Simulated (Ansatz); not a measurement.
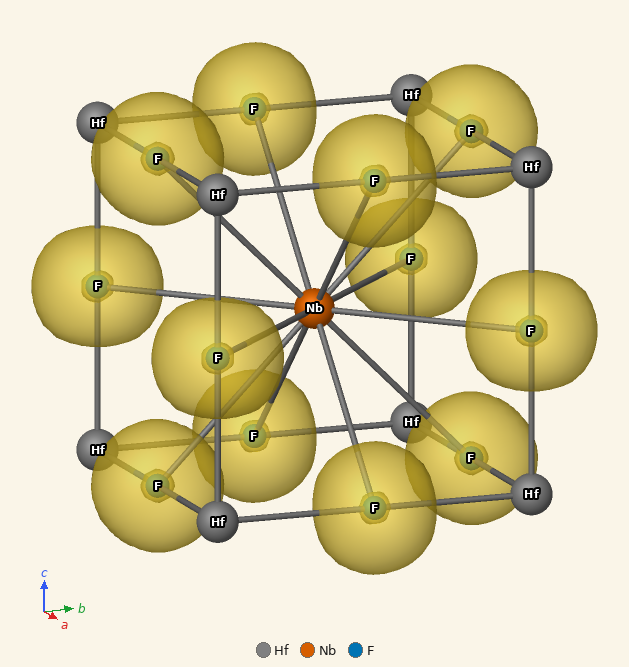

*HfNbF3. Isosurface of the ELF at 0.6 (yellow), seen slightly off an axis. Core shells and regions of very low density are left out. Sticks mark near contacts.*

Space group Pm-3m; a structure generated by program, which may or may not match a known phase; spin-polarised.

All numbers below come from Ansatz, DFT PBE, scalar-relativistic, plane waves, PAW.

Core electrons are frozen (PAW), and the valence fields are smoothed inside the atomic spheres.

The calculation's input:

```
crystal:
  lattice:
    - [4.3306803737, 0.0, 0.0]
    - [0.0, 4.3306803737, 0.0]
    - [0.0, 0.0, 4.3306803737]
  atoms:
    - { symbol: Hf, position: [0.0, 0.0, 0.0], spin: 0.26 }
    - { symbol: Nb, position: [0.5, 0.5, 0.5], spin: 3.25 }
    - { symbol: F, position: [0.5, 0.0, 0.0] }
    - { symbol: F, position: [0.0, 0.5, 0.0] }
    - { symbol: F, position: [0.0, 0.0, 0.5] }
basis:
  ecutwfc: 420
kpoints:
  mp_grid: { grid: [10, 10, 10] }
hamiltonian:
  xc: pbe
scf:
  occupations: { method: gaussian, width: 0.1 }
output:
  forces: true
  stress: true
  eigenvalues: true
  populations: true
  write_density: true
  write_potential: true
  elf: true
  volumetric_format: npy
magnetization:
  spin_polarized: true
relax:
  adjacent_minimum: "off"
  f_tol: 0.01
  max_steps: 80
  cell: { stress_tol: 0.05 }
```

Launched as:

```sh
ansatz run input.yaml --threads 1 --pin off --max-ram 2560MiB --backend cpu --events-out ev --progress --plain --runs-dir out
```

Below, planes, directions and counts refer to the conventional cell (a = 4.34 Å, b = 4.34 Å, c = 4.34 Å, α = 90.00°, β = 90.00°, γ = 90.00°).

The fields are those of the run's last geometry, not of the input's.

Q: Where are the electrons localised?

A: The surface consists of three regions wrapped around F (the valence shell of each), counted in one cell of 5 atoms. Regions shared between cells count once. Profiles from the grid: Hf–F (2.17 Å): the ELF peaks at about 0.80 in the valence shell of F, 0.6 Å from its nucleus, and drops to about 0.10 between the two atoms (no localised pair shows between them). Nb–F (3.07 Å): the ELF is about 0.10 at the midpoint (no localised pair shows between them).
